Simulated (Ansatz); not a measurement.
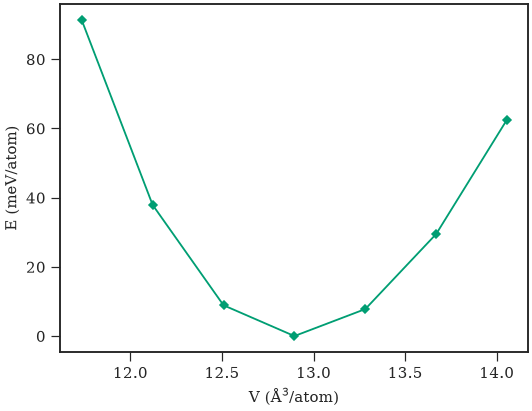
Fig. 1. SiRu in space group P2_13 (No. 198; Si on 4a, Ru on 4a) under volume change, PBEsol in the plane-wave PAW code Ansatz, shape and atoms relaxed at each volume.

Problem. What does a third-order Birch–Murnaghan fit give for V₀, B₀ and B′?

Solution. V₀ = 12.90 Å³/atom, B₀ = 230 GPa, B′ = 5.2.

Symmetry was held in the PBEsol relaxation. No spin polarisation was allowed.

Potentials: the earlier of the program's two PAW sets. The files were generated under PBE; for other functionals the program regenerates the frozen cores, and for LDA and PBEsol the local potential too.
